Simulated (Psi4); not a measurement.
**GeH$_{3}$Cl: single-point calculation**

GeH$_{3}$Cl, SMILES [Cl][GeH3], computed with wB97X-V/def2-TZVP, RKS (Psi4 1.11).

The geometry comes from this level: PBE0-D4/def2-TZVP.

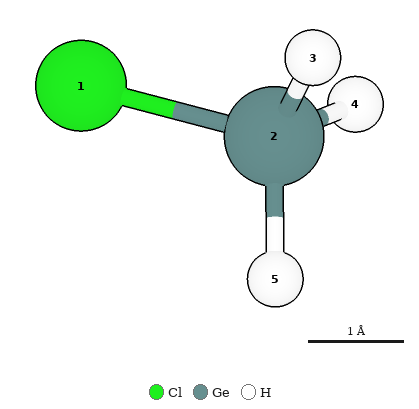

Fig. 1: The structure as given in the input (ball-and-stick view, seen at a tilt; atoms are numbered from 1 in the order of the input). Sticks mark near contacts.

**Key numbers**

| quantity | value |
| --- | --- |
| outcome | converged |
| total energy | −2538.791721 hartree |
| basis functions | 103 |
| HOMO | −11.20 eV |
| LUMO | 1.84 eV |
| dipole moment | 2.03 D |
| hardware | 1 thread of AMD EPYC (Zen 3), 32 GiB of memory available, shared host |
| wall time | 68 s |
| peak memory | 0.79 GiB |

**Input file (job.json)**
```
{
  "schema_name": "qcschema_input",
  "schema_version": 1,
  "molecule": {
    "schema_name": "qcschema_molecule",
    "schema_version": 2,
    "symbols": ["Cl", "Ge", "H", "H", "H"],
    "geometry": [-3.54474826, -0.04743213, 1.21188136, 0.30575769, -0.02626719, -0.1145174, 0.30311207, 1.24003828, -2.71761514, 1.16974047, -2.78488939, -0.26569549, 1.86043537, 1.47946658, 1.80790098],
    "molecular_charge": 0,
    "molecular_multiplicity": 1,
    "fix_symmetry": "c1",
    "fix_com": true,
    "fix_orientation": true
  },
  "driver": "energy",
  "model": {
    "method": "wb97x-v",
    "basis": "def2-TZVP"
  },
  "keywords": {
    "puream": true,
    "e_convergence": 1e-09,
    "d_convergence": 1e-08,
    "scf_type": "pk",
    "dft_radial_points": 99,
    "dft_spherical_points": 590
  }
}
```

Launched with:
```bash
psi4 --qcschema job.json -n 1 --memory 1600MB
```

**What the program printed**
```
Psi4 1.11 release

   => Loading Basis Set <=

    Name: DEF2-TZVP
    Role: ORBITAL
    Keyword: BASIS

         ---------------------------------------------------------
                                   SCF
                              RKS Reference
                        1 Threads,   1525 MiB Core
         ---------------------------------------------------------

  ==> Geometry <==

    Molecular point group: c1
    Full point group: C1

    Geometry (in Bohr), charge = 0, multiplicity = 1:

       Center              X                  Y                   Z               Mass
    ------------   -----------------  -----------------  -----------------  -----------------
         CL          -3.544748260000    -0.047432130000     1.211881360000    34.968852682000
         GE           0.305757690000    -0.026267190000    -0.114517400000    73.921177761000
         H            0.303112070000     1.240038280000    -2.717615140000     1.007825032230
         H            1.169740470000    -2.784889390000    -0.265695490000     1.007825032230
         H            1.860435370000     1.479466580000     1.807900980000     1.007825032230

  Running in c1 symmetry.

  Rotational constants: A =      2.59264  B =      0.11702  C =      0.11700 [cm^-1]
  Rotational constants: A =  77725.30196  B =   3508.08863  C =   3507.56715 [MHz]
  Nuclear repulsion =  176.393822154375727

  Charge       = 0
  Multiplicity = 1
  Electrons    = 52
  Nalpha       = 26
  Nbeta        = 26

  ==> Algorithm <==

  SCF Algorithm Type is PK.
  DIIS enabled.
  MOM disabled.
  Fractional occupation disabled.
  Guess Type is SAD.
  Energy threshold   = 1.00e-09
  Density threshold  = 1.00e-08
  Integral threshold = 1.00e-12

  ==> Primary Basis <==

  Basis Set: DEF2-TZVP
    Blend: DEF2-TZVP
    Number of shells: 41
    Number of basis functions: 103
    Number of Cartesian functions: 115
    Spherical Harmonics?: true
    Max angular momentum: 3

  ==> DFT Potential <==

   => LibXC <=

    Version 7.1.2

   => Composite Functional: WB97X-V <=

    wB97X-V Hyb-GGA Exchange-Correlation Functional

    Deriv               =              1
    GGA                 =           TRUE
    Meta                =          FALSE

    Exchange Hybrid     =           TRUE
    MP2 Hybrid          =          FALSE

   => Exchange-Correlation Functionals <=

    1.0000   wB97X-V range-separated functional

   => Exact (HF) Exchange <=

    0.8330            HF,LR [omega = 0.3000]
    0.1670               HF

   => LibXC Density Thresholds  <==

    XC_HYB_GGA_XC_WB97X_V:  1.00E-14

   => VV10 Non-Local Parameters <=

    VV10 B              =     6.0000E+00
    VV10 C              =     1.0000E-02

   => Molecular Quadrature <=

    Radial Scheme          =       TREUTLER
    Pruning Scheme         =           NONE
    Nuclear Scheme         =       TREUTLER

    Blocking Scheme        =         OCTREE
    BS radius alpha        =              1
    Pruning alpha          =              1
    Radial Points          =             99
    Spherical Points       =            590
    Total Points           =         275841
    Total Blocks           =           2044
    Max Points             =            256
    Max Functions          =            102
    Weights Tolerance      =       1.00E-15

  ==> Integral Setup <==

  Using in-core PK algorithm.
   Calculation information:
      Number of atoms:                   5
      Number of AO shells:              41
      Number of primitives:             83
      Number of atomic orbitals:       115
      Number of basis functions:       103

      Integral cutoff                 1.00e-12
      Number of threads:                 1

  Performing in-core PK
  Using 43038138 doubles for integral storage.
  We computed 336742 shell quartets total.
  Whereas there are 371091 unique shell quartets.

  Computing range-separated integrals for PK
  We computed 336742 wK shell quartets total.
  Whereas there are 371091 wK unique shell quartets.

  ==> DiskJK: Disk-Based J/K Matrices <==

    J tasked:                  Yes
    K tasked:                  Yes
    wK tasked:                 Yes
    Omega:               3.000E-01
    Memory [MiB]:              858
    Schwarz Cutoff:          1E-12

  Cached 33.4% of DFT collocation blocks in 0.217 [GiB].

  Minimum eigenvalue in the overlap matrix is 8.8276787642E-03.
  Reciprocal condition number of the overlap matrix is 1.8845370645E-03.
    Using symmetric orthogonalization.

  ==> Pre-Iterations <==

  SCF Guess: Superposition of Atomic Densities via on-the-fly atomic UHF (no occupation information).

   -------------------------
    Irrep   Nso     Nmo
   -------------------------
     A        103     103
   -------------------------
    Total     103     103
   -------------------------

  ==> Iterations <==

                        Total Energy        Delta E     RMS |[F,P]|

   @RKS iter SAD: -2535.38433361866646   -2.53538e+03   0.00000e+00
   @RKS iter   1: -2537.27536131819534   -1.89103e+00   2.94617e-02 DIIS/ADIIS
   @RKS iter   2: -2535.62554318456750    1.64982e+00   4.88254e-02 DIIS/ADIIS
   @RKS iter   3: -2538.77896109836638   -3.15342e+00   2.57302e-03 DIIS/ADIIS
   @RKS iter   4: -2538.79146706991651   -1.25060e-02   1.49781e-04 DIIS/ADIIS
   @RKS iter   5: -2538.79168897176032   -2.21902e-04   5.12817e-05 DIIS
   @RKS iter   6: -2538.79171778411001   -2.88123e-05   1.56516e-05 DIIS
   @RKS iter   7: -2538.79172054440141   -2.76029e-06   3.42579e-06 DIIS
   @RKS iter   8: -2538.79172067198579   -1.27584e-07   8.90995e-07 DIIS
   @RKS iter   9: -2538.79172067951504   -7.52925e-09   2.01341e-07 DIIS
   @RKS iter  10: -2538.79172067977061   -2.55568e-10   6.65606e-08 DIIS
   @RKS iter  11: -2538.79172067980517   -3.45608e-11   6.95105e-09 DIIS
  Energy and wave function converged.

  ==> Post-Iterations <==

   Electrons on quadrature grid:
      Ntotal   =   51.9999998442 ; deviation = -1.558e-07

    Orbital Energies [Eh]
    ---------------------

    Doubly Occupied:

       1A   -398.602940     2A   -101.501556     3A    -49.850511
       4A    -44.363099     5A    -44.361573     6A    -44.361572
       7A     -9.542412     8A     -7.295311     9A     -7.289154
      10A     -7.289154    11A     -6.356981    12A     -4.532263
      13A     -4.527415    14A     -4.527415    15A     -1.360240
      16A     -1.357097    17A     -1.357097    18A     -1.353299
      19A     -1.353299    20A     -0.940614    21A     -0.690366
      22A     -0.485985    23A     -0.485974    24A     -0.477311
      25A     -0.411619    26A     -0.411614

    Virtual:

      27A      0.067643    28A      0.097884    29A      0.126755
      30A      0.126769    31A      0.249630    32A      0.249637
      33A      0.275541    34A      0.275546    35A      0.280991
      36A      0.304597    37A      0.389038    38A      0.421526
      39A      0.421535    40A      0.476871    41A      0.476881
      42A      0.509229    43A      0.526101    44A      0.526117
      45A      0.560234    46A      0.615307    47A      0.615311
      48A      0.696359    49A      0.696376    50A      0.708354
      51A      0.966778    52A      0.966783    53A      0.986229
      54A      1.061547    55A      1.061552    56A      1.072292
      57A      1.128675    58A      1.128689    59A      1.176347
      60A      1.261983    61A      1.335382    62A      1.335399
      63A      1.373425    64A      1.831760    65A      1.831782
      66A      1.850280    67A      1.913083    68A      1.913101
      69A      1.929903    70A      1.929910    71A      2.035004
      72A      2.035017    73A      2.058614    74A      2.098873
      75A      2.205053    76A      2.217725    77A      2.240051
      78A      2.240063    79A      2.335402    80A      2.346310
      81A      2.346313    82A      2.374902    83A      2.374914
      84A      2.402301    85A      2.466193    86A      2.466204
      87A      2.550718    88A      2.710603    89A      2.710611
      90A      2.761480    91A      2.893158    92A      2.893184
      93A      2.949309    94A      3.024513    95A      3.024518
      96A      4.410615    97A      4.410641    98A      4.742359
      99A      5.686754   100A     10.847722   101A     10.847723
     102A     11.109786   103A     24.990288

    Final Occupation by Irrep:
              A
    DOCC [    26 ]
    NA   [    26 ]
    NB   [    26 ]

  @RKS Final Energy: -2538.79172067980517

   => Energetics <=

    Nuclear Repulsion Energy =            176.3938221543757265
    One-Electron Energy =               -3883.3018821958025910
    Two-Electron Energy =                1251.5679299291709867
    DFT Exchange-Correlation Energy =     -83.6677346064421812
    Empirical Dispersion Energy =           0.0000000000000000
    VV10 Nonlocal Energy =                  0.2161440388925483
    Total Energy =                      -2538.7917206798051666

Computation Completed

Properties will be evaluated at   0.000000,   0.000000,   0.000000 [a0]

Properties computed using the SCF density matrix

 Multipole Moments:

 ------------------------------------------------------------------------------------
     Multipole            Electronic (a.u.)      Nuclear  (a.u.)        Total (a.u.)
 ------------------------------------------------------------------------------------

 L = 1.  Multiply by 2.5417464519 to convert [e a0] to [Debye]
 Dipole X            :         47.8969132          -47.1431864            0.7537268
 Dipole Y            :          1.7163902           -1.7122808            0.0041094
 Dipole Z            :        -16.0217382           15.7620167           -0.2597215
 Magnitude           :                                                    0.7972304

 ------------------------------------------------------------------------------------

	total time  =         66 seconds =       1.10 minutes

    Psi4 run time: 0:01:06.49
```

**File result.json**
```
{
 "driver": "energy",
 "model": {
  "method": "wb97x-v",
  "basis": "def2-TZVP"
 },
 "success": true,
 "return_result": -2538.791720679805,
 "properties": {
  "calcinfo_nbasis": 103,
  "calcinfo_nmo": 103,
  "calcinfo_nalpha": 26,
  "calcinfo_nbeta": 26,
  "calcinfo_natom": 5,
  "nuclear_repulsion_energy": 176.39382215437573,
  "return_energy": -2538.791720679805,
  "scf_one_electron_energy": -3883.3018821958026,
  "scf_two_electron_energy": 1251.567929929171,
  "scf_vv10_energy": 0.2161440388925483,
  "scf_xc_energy": -83.66773460644218,
  "scf_dipole_moment": [0.7537267931884912, 0.004109373043283071, -0.25972152655373115],
  "scf_total_energy": -2538.791720679805,
  "scf_iterations": 11
 }
}
```

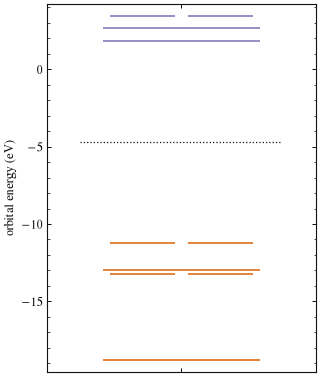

Fig. 2: Orbital energies near the frontier; the dotted line parts filled from empty levels, and levels within 0.02 eV of each other stand side by side. Highest filled −11.20 eV, lowest empty 1.84 eV, 13.04 eV apart.
